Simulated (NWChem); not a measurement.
# One shape, several levels: CH2InN (InH2(CN))

Aim: a comparison of 6 runs (HF/3-21G, HF/def2-SVP, SVWN5/STO-3G, TPSSh/STO-3G, BP86/def2-SVP, PBE/def2-SVPD) of CH2InN (InH2(CN)). 

The results are computed with NWChem 7.3.0.

### 1 The molecule

CH2InN has 5 atoms, charge 0, and is taken as a singlet. SMILES: `[H][In]([H])[C]#N`. Geometry: a GFN2-xTB relaxation, a rough one for these elements and not checked as a minimum.

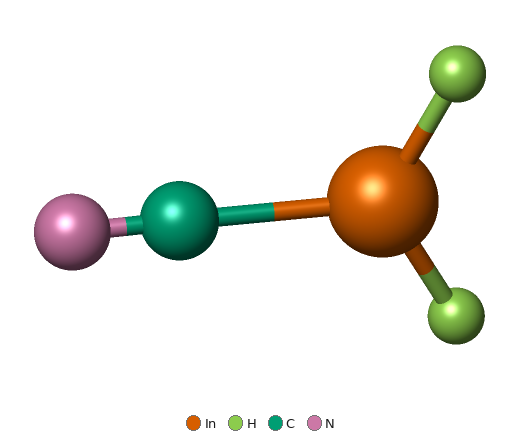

Viewed from a chosen angle; indium orange, hydrogen green, carbon teal, nitrogen pink.

### 2 Energy and forces at HF/3-21G (run 1)

ch2inn.nw

```
start ch2inn
memory 2200 mb
charge 0
geometry units angstroms noautosym nocenter noautoz
  In    0.388840    0.677450    0.001560
  H     2.110710    0.593290    0.054450
  H    -0.539050    2.131330   -0.025030
  C    -0.695170   -1.203410   -0.018850
  N    -1.265330   -2.198670   -0.012130
end
basis spherical bse
  * library 3-21G
end
scf
  thresh 1e-08
  maxiter 80
  print low
end
task scf gradient
```

On the command line:

```
nwchem ch2inn.nw > ch2inn.out
```

The log of the run:

```text
[...]
  functions       =    53
[...]
  wavefunction    = RHF
[...]
         Total SCF energy =  -5807.669809513496
      One-electron energy =  -8374.956043823287
      Two-electron energy =   2387.709686620374
 Nuclear repulsion energy =    179.576547689418
        Time for solution =      2.8s
[...]
                         RHF ENERGY GRADIENTS
    atom               coordinates                        gradient
                 x          y          z           x          y          z
   1 In      0.734801   1.280195   0.002948    0.006978   0.012066   0.000169
   2 H       3.988664   1.121156   0.102896   -0.008590   0.001685  -0.000172
   3 H      -1.018657   4.027630  -0.047300    0.005753  -0.006473   0.000258
   4 C      -1.313681  -2.274115  -0.035621   -0.003314  -0.005695  -0.000730
   5 N      -2.391127  -4.154884  -0.022922   -0.000827  -0.001582   0.000474
 Task  times  cpu:        4.0s     wall:        4.0s
 Total times  cpu:        4.0s     wall:        4.0s
```

Wall time 4.5 s (1 thread of AMD EPYC 9R45 (Zen 5), shared host); peak memory 0.1 GiB.

### 3 Energy and forces at HF/def2-SVP (core potential) (run 2)

run.py

```python
from ase import Atoms
from ase.calculators.nwchem import NWChem

molecule = Atoms(['In', 'H', 'H', 'C', 'N'], positions=[
    [0.388840, 0.677450, 0.001560],
    [2.110710, 0.593290, 0.054450],
    [-0.539050, 2.131330, -0.025030],
    [-0.695170, -1.203410, -0.018850],
    [-1.265330, -2.198670, -0.012130],
])

calc = NWChem(
    label='m1',
    theory='scf',
    memory='2200 mb',
    basis='def2-SVP',
    basispar='spherical bse',
    scf={'nopen': '0', 'rhf': None, 'thresh': '1e-08', 'maxiter': '80'},
    **{'ecp bse': {'In library': 'def2-SVP'}},
)
molecule.calc = calc

forces = molecule.get_forces()
e = molecule.get_potential_energy()
print(f"E = {e:.6f} eV")
print("forces (eV/A):")
for s, f in zip(molecule.symbols, forces):
    print(f"{s:2s} {f[0]:10.5f} {f[1]:10.5f} {f[2]:10.5f}")
print("dipole (e A):", molecule.get_dipole_moment().round(4))
```

On the command line:

```
export ASE_NWCHEM_COMMAND="nwchem PREFIX.nwi > PREFIX.nwo"
python run.py
```

The log of the run:

```text
E = -7689.479079 eV
forces (eV/A):
In    0.10182    0.17365    0.01064
H    -0.05518   -0.10043   -0.00663
H    -0.06124   -0.10572   -0.00679
C    -0.52666   -0.91557    0.02057
N     0.54132    0.94807   -0.01779
dipole (e A): [ 0.4522  0.7894 -0.    ]
```

The calculator wrote m1.nwi:

```
title "m1"

permanent_dir m1

scratch_dir m1

start m1

geometry units angstrom nocenter noautosym noautoz
  In 3.8884000000000002e-01 6.7745000000000000e-01 1.5600000000000000e-03
  H  2.1107100000000001e+00 5.9328999999999998e-01 5.4449999999999998e-02
  H  -5.3905000000000003e-01 2.1313300000000002e+00 -2.5030000000000000e-02
  C  -6.9516999999999995e-01 -1.2034100000000001e+00 -1.8849999999999999e-02
  N  -1.2653300000000001e+00 -2.1986699999999999e+00 -1.2130000000000000e-02
end

memory 2200 mb

basis spherical bse noprint
   * library def2-SVP
end

scf
  nopen 0
  rhf
  thresh 1e-08
  maxiter 80
end
ecp bse
  In library def2-SVP
end

task scf gradient
```

m1.nwo, shortened:

```text
[...]
      One-electron energy =   -639.722647450114
[... 1 line left out ...]
 Nuclear repulsion energy =     90.185467102486
[... 36 lines left out ...]
                       ROHF Final Molecular Orbital Analysis
[... 215 lines left out ...]
     1   1 0 0      0.854552      0.000000     -6.219145
[...]
  wavefunction    =   RHF
                         RHF ENERGY GRADIENTS
    atom               coordinates                        gradient
                 x          y          z           x          y          z
   1 In      0.734801   1.280195   0.002948   -0.001980  -0.003377  -0.000207
   2 H       3.988664   1.121156   0.102896    0.001073   0.001953   0.000129
   3 H      -1.018657   4.027630  -0.047300    0.001191   0.002056   0.000132
   4 C      -1.313681  -2.274115  -0.035621    0.010242   0.017805  -0.000400
   5 N      -2.391127  -4.154884  -0.022922   -0.010527  -0.018437   0.000346
[...]
```

Run time: 8.4 s. Hardware: 1 thread of AMD EPYC 9R45 (Zen 5), shared host; peak memory 0.1 GiB.

Runs 3 to 5 aren't shown in full; the table further down has their settings and results.

### 4 Energy and gradient at PBE/def2-SVPD (core potential) (run 6)

sp.nw

```
start sp
title "InH2(CN)"
memory 2200 mb
geometry units angstrom noautosym nocenter noautoz
   In    0.388840    0.677450    0.001560
   H     2.110710    0.593290    0.054450
   H    -0.539050    2.131330   -0.025030
   C    -0.695170   -1.203410   -0.018850
   N    -1.265330   -2.198670   -0.012130
end
basis spherical bse
   * library def2-SVPD
end
ecp bse
   In library def2-SVPD
end
dft
   xc xpbe96 cpbe96
   mult 1
   grid xfine
   convergence energy 1e-08
   maxiter 100
   mulliken
end
task dft gradient
```

On the command line:

```
nwchem sp.nw > sp.out
```

The log of the run:

```text
[...]
          Wavefunction type:  closed shell.
          No. of atoms     :     5
          No. of electrons :    36
[...]
          Charge           :     0
          Spin multiplicity:     1
[...]
          AO basis - number of functions:    88
[...]
              XC Information
              --------------
          PerdewBurkeErnzerhof Exchange Functional  1.000
            Perdew 1991 LDA Correlation Functional  1.000 local
           PerdewBurkeErnz. Correlation Functional  1.000 non-local
[...]
 d= 0,ls=0.0,diis     1   -283.8802853702 -3.74D+02  3.43D-02  4.95D-01     1.9
[...]
 d= 0,ls=0.0,diis    12   -283.9591575516 -1.16D-10  2.12D-08  1.43D-12    18.6
         Total DFT energy =     -283.959157551598
      One electron energy =     -639.902971392007
           Coulomb energy =      295.289018225275
    Exchange-Corr. energy =      -29.530671487351
 Nuclear repulsion energy =       90.185467102486
[...]
      Total Density - Mulliken Population Analysis
     ---------------------------------------------
    Atom       Charge   Shell Charges
 -----------   ------   -------------------------------------------------------
    1 In  21    21.23  -0.60  2.61  1.09  0.38  0.04  2.79  3.22  1.21  0.35  9.60  0.50  0.05
    2 H    1     0.94   0.67  0.26  0.01  0.00
    3 H    1     0.94   0.67  0.26  0.01  0.00
    4 C    6     5.58   1.99  1.02  0.29 -0.66  1.98  0.95  0.03 -0.01
    5 N    7     7.30   1.99  1.12  0.61  0.43  2.24  0.89  0.03 -0.00
[...]
  wavefunction    = closed shell
                         DFT ENERGY GRADIENTS
    atom               coordinates                        gradient
                 x          y          z           x          y          z
   1 In      0.734801   1.280195   0.002948   -0.000095  -0.000141  -0.000148
   2 H       3.988664   1.121156   0.102896   -0.000080   0.002260   0.000077
   3 H      -1.018657   4.027630  -0.047300    0.002016   0.001186   0.000139
   4 C      -1.313681  -2.274115  -0.035621   -0.034745  -0.060699   0.000150
   5 N      -2.391127  -4.154884  -0.022922    0.032904   0.057393  -0.000218
[...]
```

Run time: 25 s. Hardware: 1 thread of AMD EPYC 9R45 (Zen 5), shared host; peak memory 0.14 GiB.

### 5 The series

```csv
run,level,core potential,iteration cap,energy (Eh),largest force (eV/Å),wall time
1,HF/3-21G,–,80,-5807.669810,0.717,4.5 s
2,HF/def2-SVP (core potential),def2-SVP,80,-282.583146,1.092,8.4 s
3,SVWN5/STO-3G,–,100,-5771.253497,11.586,4.8 s
4,TPSSh/STO-3G,–,100,-5777.561873,10.172,7.2 s
5,BP86/def2-SVP (core potential),def2-SVP,100,-284.182992,3.842,13 s
6,PBE/def2-SVPD (core potential),def2-SVPD,100,-283.959158,3.596,25 s
```

### 6 Results

```
                       quantity          value
            run 6: total energy  -283.95916 Eh
           run 6: dipole moment         4.15 D
             run 6: HOMO energy       -7.76 eV
             run 6: LUMO energy       -3.41 eV
           run 6: HOMO–LUMO gap        4.35 eV
run 6: largest force on an atom     3.596 eV/Å
```

Over runs 2, 5, 6 the dipole moment (its size) runs from 3.92 D (BP86/def2-SVP) to 4.37 D (HF/def2-SVP). Over runs 2, 5, 6 the HOMO–LUMO gap runs from 4.35 eV (PBE/def2-SVPD) to 11.82 eV (HF/def2-SVP). The two ends differ in method and basis. Totals of different functionals can't be ranked against each other. Some runs of one species differ in core potentials or relativity; totals across that change don't compare. In runs 3, 4 the basis is minimal, so the values are rough. In runs 1, 3, 4 relativity is left out where basis or elements ask for it. All runs together took 62 s, the longest 25 s.
